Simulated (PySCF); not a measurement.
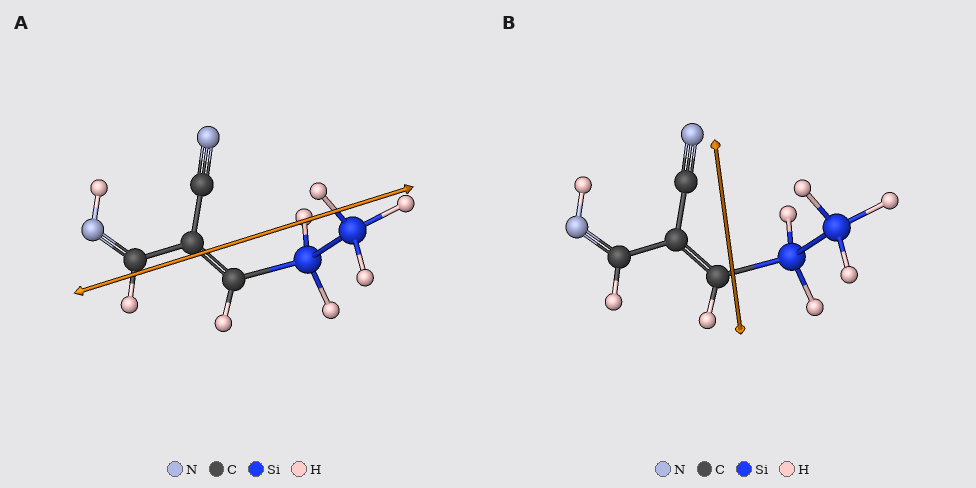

The double arrows show the directions of two transition dipoles from the ground state (lengths mean nothing). The geometry was computed by an optimisation with GFN2-xTB. No frequency run is at hand to confirm it as a minimum. Properties computed with TDDFT CAM-B3LYP/def2-SVPD, vertical, gas phase, core orbitals frozen in the response (PySCF 2.14.0).

One belongs to singlet state 5 and one to singlet state 7. Which is which?

Answer. A: state 7, 6.85 eV (181 nm), oscillator strength 0.021, of mixed character, with the largest part HOMO → LUMO+1 (weight 0.36).
B: state 5, 6.51 eV (191 nm), oscillator strength 0.017, of mixed character, with the largest part HOMO−1 → LUMO+2 (weight 0.25).

The geometry is semi-empirical. Around Si such bond lengths and angles can be off by a tenth of an ångström or more and by several degrees, and values that hang on the shape move with them.
